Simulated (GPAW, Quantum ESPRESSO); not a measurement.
Consider Zn (Zinc, P6_3/mmc).

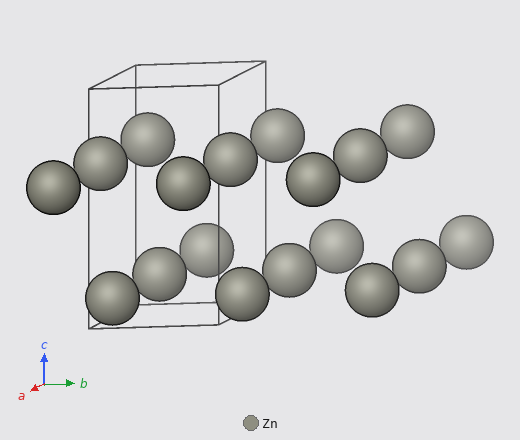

The structure (zinc grey). 3×3×1 cells are drawn.

```xyz
2
Lattice="2.6700 0.0000 0.0000 -1.3350 2.3123 0.0000 0.0000 0.0000 4.9660" Properties=species:S:1:pos:R:3 pbc="T T T"
Zn    1.3350    0.7708    3.7245
Zn    0.0000    1.5415    1.2415
```

Absorber: atom 1, with 6 Zn at 2.67 Å and 6 Zn at 2.92 Å (anticuboctahedral, as in hcp, site symmetry -6m2). Method: Quantum ESPRESSO XSpectra, LDA, excited-electron core hole (neutral cell), 16-atom cell with 6.8 Å between holes, 5×5×5 k points, dipole transitions, Lorentzian half width 0.83 eV up to 4 eV, rising linearly to 1.75 eV at 25 eV (not a setting of the program: the run's 0.4 eV curve was folded afterwards with a further Lorentzian).

The database entry behind the starting cell differs from later determinations by our own check (about 0.3 % long), so it need not match the best structure at ambient conditions.

Question: Where do the maxima of the Zn K edge fall?

Main maxima up to 30 eV above the zero (height): 9.5 eV (1.35) and 17.2 eV (0.99). A K edge sees empty p states on the absorber. The total-energy difference is 9676.90 eV. One term is added: -30.82 eV, since the hole is spin-paired here and a spin-polarised one costs that much less in the free atom (computed apart). The photon energy is then 9646.08 eV. The tabulated edge of the element is 9659 eV. The functional leaves an error in such absolute values: in the free atom LDA prices this hole 19.1 eV below PBE (computed apart), and PBE is itself good to a few eV.

The Zn K spectrum (energy from the energy zero of the input (xe0, at the border of filled and empty states); intensity scaled to a mean of 1 over the first 20 eV; folded afterwards to Lorentzian half width 0.83 eV up to 4 eV, rising linearly to 1.75 eV at 25 eV; the points at xe0, where the cut of filled states can leave a spike, are interpolated; polarised curves are means over the symmetry-equivalent atoms):

| E (eV) | isotropic | ε ⊥ c | ε ∥ c |
| --- | --- | --- | --- |
| -2.0 | 0.11 | 0.11 | 0.13 |
| -0.5 | 0.25 | 0.23 | 0.29 |
| 1.0 | 0.59 | 0.53 | 0.70 |
| 2.5 | 0.82 | 0.74 | 0.99 |
| 4.0 | 0.94 | 0.88 | 1.06 |
| 5.5 | 1.04 | 1.01 | 1.11 |
| 7.0 | 1.19 | 1.13 | 1.32 |
| 8.5 | 1.32 | 1.29 | 1.37 |
| 10.0 | 1.33 | 1.32 | 1.36 |
| 11.5 | 1.12 | 1.18 | 0.99 |
| 13.0 | 0.99 | 1.06 | 0.86 |
| 14.5 | 0.96 | 1.03 | 0.81 |
| 16.0 | 0.96 | 1.02 | 0.85 |
| 17.5 | 0.98 | 1.04 | 0.87 |
| 19.0 | 0.92 | 0.96 | 0.85 |
| 20.5 | 0.85 | 0.84 | 0.86 |
| 22.0 | 0.83 | 0.81 | 0.86 |
| 23.5 | 0.84 | 0.81 | 0.88 |
| 25.0 | 0.86 | 0.83 | 0.90 |
| 26.5 | 0.88 | 0.86 | 0.93 |
| 28.0 | 0.92 | 0.89 | 0.98 |
| 29.5 | 0.96 | 0.93 | 1.04 |
| 31.0 | 1.02 | 0.97 | 1.12 |

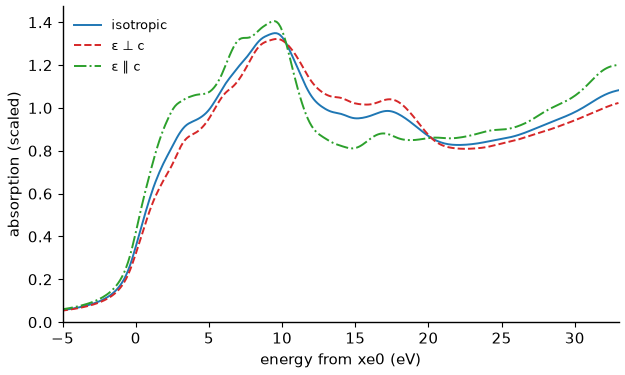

The Zn K edge.

Lifetime broadening is put in by hand, and intensities beyond about 20 eV depend on it and on the partial waves. The structure is a published determination, not relaxed.

[Banner, clock and machine lines of the logs are left out without a mark of their own.]

[Logs are printed without paths, hosts, clocks, repeated set-up lines and the standing remarks that a program may print on its own settings, such as how far it seeks lower states.]

[Hosts, paths, dates, database ids (printed as entryN), source tags and the programs' standing remarks are cut or masked in the printed files.]

[Lists of maxima count a maximum above −3 eV only where it reaches 4 % of the highest in the window and stands out from its surroundings by 2 % of it (1.5 % where it reaches 55 %); shoulders and weaker maxima are passed over, and of the rest the first, up to two pre-edge ones and the few strongest are named.]
